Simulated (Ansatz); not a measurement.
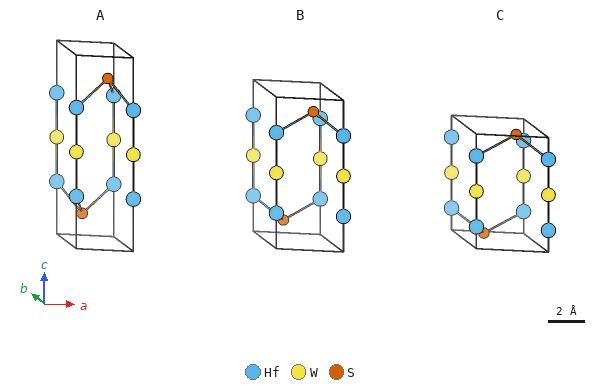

3 geometries from one relaxation of solid Hf2WS2 (a generated structure, set up in P-3m1) (coarse preliminary run), in shuffled order. Style: ball-and-stick. Shown: the cell of the calculation, slightly off an axis.

Method: DFT PBE, scalar-relativistic, plane waves, PAW (Ansatz 0.2.0). Set-up: plane-wave cutoff 420 eV; k-point mesh 6 × 6 × 4; occupations gaussian; smearing width 0.1 eV; no spin polarisation; cell and atoms relaxed; force threshold 0.04 eV/Å; at most 70 steps.

> Put them in the order of the run, from the start to the converged end.

C, B, A. They are steps 0, 7, 27, at +1830 meV per atom, +452 meV per atom relative to the last. After 21 accepted moves (27 points after the start) the energy has fallen by 1830 meV per atom. The largest force component goes from 7.1 to 0.0037 eV/Å. The pressure goes from 28.20 to 0.03 GPa. The line search rejected the trial steps at points 10, 20, 22 of the run. The SCF was repeated 3 times at an unchanged geometry on a basis and grid sized afresh for the cell, which shifted the energy by 148 meV per atom at most. The largest moves relative to the cell, 1.13 Å, are those of S atoms. By element the largest moves are S 1.13 Å, Hf 0.92 Å. W stays in place. The volume changes by +5.7 %, with a = b 4.175 → 3.304 Å (−20.9 %), c 6.804 → 11.483 Å (+68.8 %). Near-neighbour distances that change, for instance: Hf–Hf 2.594 → 6.215 Å, Hf–S 2.868 → 5.046 Å, S–S 2.464 → 3.664 Å, Hf–Hf 4.175 → 3.304 Å. Bonds break: Hf–Hf (2.59 → 6.21 Å), Hf–S (2.87 → 5.05 Å). Bond angles that change, for instance: S–Hf–S 105.3° → 84.6°, Hf–S–Hf 105.3° → 84.6°, W–Hf–S 113.4° → 129.0°. The space group stays P-3m1 (No. 164). The run took 5.3 min on 1 thread of AMD EPYC 7R43 64-Core Processor (Zen 3), on a shared host, peak memory 0.49 GiB.
